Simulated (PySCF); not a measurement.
# PF3 (SMILES FP(F)F) at wB97X-V/STO-6G

What is the vertical singlet–triplet gap of PF3 at wB97X-V/STO-6G? 

The calculation is run with PySCF 2.14.0.

10 further runs of the same task are left out: 3 that didn't finish, 7 set aside as unsound or not needed.

## 1. The structure to begin with

PF3: 4 atoms, total charge 0, spin state singlet. SMILES: `FP(F)F`. The shape is that of a GFN2-xTB optimisation.

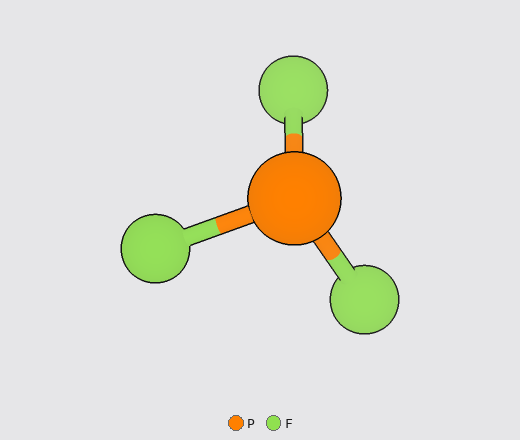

Viewed from a chosen angle; phosphorus orange, fluorine green.

## 2. A single-point energy at wB97X-V/STO-6G

Input file calc.py:

```python
# PF3
from pyscf import gto, dft

molecule = gto.M(
    atom=[
    ('P', (-0.004630, 0.005090, 0.642290)),
    ('F', (1.349610, -0.029560, -0.203150)),
    ('F', (-0.648490, 1.180250, -0.228190)),
    ('F', (-0.696500, -1.155780, -0.210950)),
],
    max_memory=1860,
    verbose=3,
    spin=0,
    basis='sto-6g',
)

mf = dft.RKS(molecule)
mf.xc = 'wb97x-v'
mf.conv_tol = 1e-10
mf.grids.level = 5
mf.nlcgrids.level = 1
mf.kernel()
if not mf.converged:
    mf = mf.newton().run(mf.mo_coeff, mf.mo_occ)

e_final = mf.e_tot
print('Final energy', e_final)
```

Command:

```bash
$ OMP_NUM_THREADS=1 python calc.py
```

Log:

```text
converged SCF energy = -637.970399103757
Final energy -637.9703991037575
```

It took 26 s on 1 thread of Arm Neoverse V1, shared host; peak memory 0.22 GiB.

## 3. The triplet

Input file mol.xyz:

```xyz
4

P     -0.004630     0.005090     0.642290
F      1.349610    -0.029560    -0.203150
F     -0.648490     1.180250    -0.228190
F     -0.696500    -1.155780    -0.210950
```

Input file calc.py:

```python
from pyscf import gto, dft

molecule = gto.M(
    atom='mol.xyz',
    verbose=3,
    spin=2,
    max_memory=1860,
    basis='sto-6g',
)

myscf = dft.UKS(molecule, xc='wb97x-v')
myscf.conv_tol = 1e-10
myscf.nlcgrids.level = 1
myscf.grids.level = 5
myscf.kernel()
if not myscf.converged:
    myscf = myscf.newton().run(myscf.mo_coeff, myscf.mo_occ)

energy = myscf.e_tot
print(f'total energy: {energy:.8f} hartree')
```

Command:

```bash
$ OMP_NUM_THREADS=1 python calc.py
```

Log:

```text
WARN: HOMO 0.104458443114092 >= LUMO -0.343730792055416

WARN: HOMO 0.0160644567066126 >= LUMO 0.0112410527910711

WARN: HOMO 0.0294716961270753 >= LUMO 0.0256065901091402

converged SCF energy = -637.692668114978  <S^2> = 2.0049755  2S+1 = 3.0033152
total energy: -637.69266811 hartree
```

Wall time 72 s (1 thread of Arm Neoverse V1, shared host); peak memory 0.23 GiB.

## 4. Results

At wB97X-V/STO-6G:

```
                                        quantity          value
                           singlet: total energy  -637.97040 Eh
                          singlet: dipole moment         1.17 D
                            singlet: HOMO energy       -6.74 eV
                            singlet: LUMO energy        8.52 eV
                          singlet: HOMO–LUMO gap       15.26 eV
                           triplet: total energy  -637.69267 Eh
                          triplet: dipole moment         1.12 D
     triplet: HOMO energy (highest over α and β)        0.86 eV
      triplet: LUMO energy (lowest over α and β)        1.06 eV
                                   triplet: ⟨S²⟩          2.005
vertical energy of the triplet above the singlet       7.557 eV
```

What this shows: At this shape the triplet lies 7.56 eV (729 kJ/mol) above the singlet. In a minimal basis such a difference can be off by several eV, whatever the method. Mulliken charges (singlet) run from -0.25 on F2 to +0.76 on P1; they depend strongly on the basis. Mulliken charges (triplet) run from -0.21 on F2 to +0.60 on P1.
